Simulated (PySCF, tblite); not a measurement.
# C3H12N2Si2: geometry, infrared bands and NMR shifts

Wanted: the infrared bands and NMR shifts of C3H12N2Si2 (`C=C(C)[SiH2]N[SiH2]N`), by calculation.

Computed with tblite 0.8.0 and PySCF 2.14.0, with density-fitted response routines of our own, on a single molecule in the gas phase. Atoms are numbered from 0 throughout.

## Step 1: The starting structure

19 atoms, charge 0, multiplicity 1; geometry from: force field or distance geometry start.

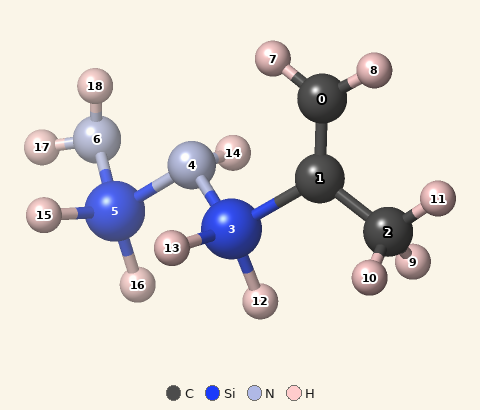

As it starts; carbon dark grey, silicon blue, nitrogen light blue, hydrogen pink, atoms numbered.

## Step 2: Relaxing the molecule with GFN2-xTB

Job settings and geometry (Å):

```
{"job": {"kind": "relax", "xc": "GFN2-xTB", "basis": "xTB"}, "charge": 0, "multiplicity": 1}
C     -1.895900     0.561400     1.608900
C     -1.822300     0.086400     0.346700
C     -2.974600    -0.597600    -0.308900
Si    -0.266700     0.212700    -0.683400
N      1.067900     0.053300     0.363600
Si     2.468900     0.102900    -0.555500
N      3.536100    -0.251300     0.702300
H     -1.060200     1.059300     2.104900
H     -2.815200     0.477800     2.189300
H     -2.744200    -1.630800    -0.570100
H     -3.280900    -0.062600    -1.224900
H     -3.866300    -0.627900     0.343700
H     -0.262100    -0.905900    -1.641300
H     -0.224100     1.514000    -1.366500
H      1.026300    -0.838600     0.818700
H      2.777700     1.465100    -1.011600
H      2.555500    -0.971700    -1.548800
H      4.476800    -0.005500     0.427300
H      3.293800     0.368300     1.481200
```

Started as:

```console
OMP_NUM_THREADS=1 python probes_run.py task.json out
```

The driver reads the jobs from task.json and runs them one after another.

**Question.** This job is followed by: GFN2-xTB harmonic vibrations, gas phase; GIAO PBE0/pcSseg-1 NMR shielding, non-relativistic, gas phase. Predict these results of the whole session: strongest single infrared mode (GFN2-xTB); zero-point energy (GFN2-xTB); 13C shifts against TMS (PBE0/pcSseg-1); 1H shifts against TMS (PBE0/pcSseg-1, means over atoms taken as alike); 29Si shifts against TMS (PBE0/pcSseg-1); 15N shifts against NH3 (PBE0/pcSseg-1).

The runs gave:

```
                                                              quantity                                          value
                             strongest single infrared mode (GFN2-xTB)                          2225 cm⁻¹, 430 km/mol
                                          zero-point energy (GFN2-xTB)                                  89.9 kcal/mol
                                13C shifts against TMS (PBE0/pcSseg-1)                         151.6, 131.8, 26.5 ppm
1H shifts against TMS (PBE0/pcSseg-1, means over atoms taken as alike)  6.18, 5.66, 5.20, 4.98, 2.04, 0.16, -0.21 ppm
                               29Si shifts against TMS (PBE0/pcSseg-1)                               -33.3, -46.0 ppm
                                15N shifts against NH3 (PBE0/pcSseg-1)                                 13.8, 13.1 ppm
```

What this shows: Relaxing lowered the energy by 0.702 eV in 164 steps; the close pair that moved most is N4–Si5, from 1.676 to 1.729 Å. All 51 modes are real, so the xTB geometry is a minimum. The strongest single mode, at 2225 cm⁻¹, moves mainly H13. Unscaled tight-binding wavenumbers are off by several per cent, some by more. Its intensities can rank the bands wrongly. The most deshielded carbon is C1 (fully substituted alkene carbon), at 151.6 ppm: as expected for a trigonal carbon in a double bond. At PBE0/pcSseg-1: Shielding is most anisotropic at C1 (span 253 ppm, paramagnetic term -229 ppm).
